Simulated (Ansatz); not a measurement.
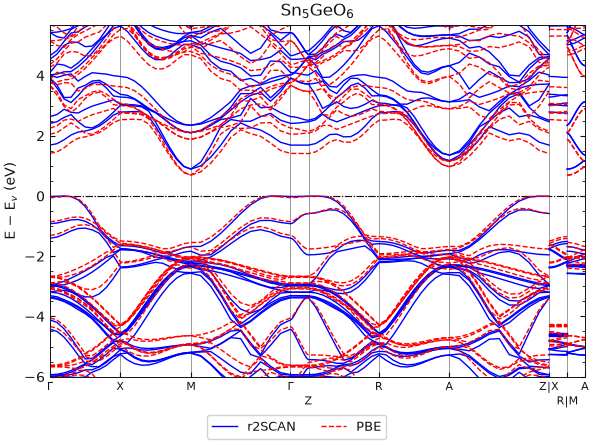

Band structures of Sn5GeO6, space group P4mm, 12 atoms in the cell, by two methods on the same cell. Each is counted from its own valence-band top.

### What changes from one method to the other?

r2SCAN gives a gap of 0.89 eV along the path and PBE gives a gap of 0.69 eV along the path. Over the top 3 filled bands the two differ by 0.12 eV on average.

Settings. r2SCAN: DFT r2SCAN, scalar-relativistic, plane waves, PAW, no spin polarisation, 8×8×2 k mesh, 500 eV cutoff, Gaussian smearing of 0.02 eV (Ansatz 0.2.0). PBE: DFT PBE, scalar-relativistic, plane waves, PAW, no spin polarisation, 8×8×2 k mesh, 420 eV cutoff, Gaussian smearing of 0.02 eV (Ansatz).

The structure is an invented one, so it need not be a known or stable phase. The atoms aren't at rest in this cell (largest force 0.5 eV/Å), so the relaxed material can differ.
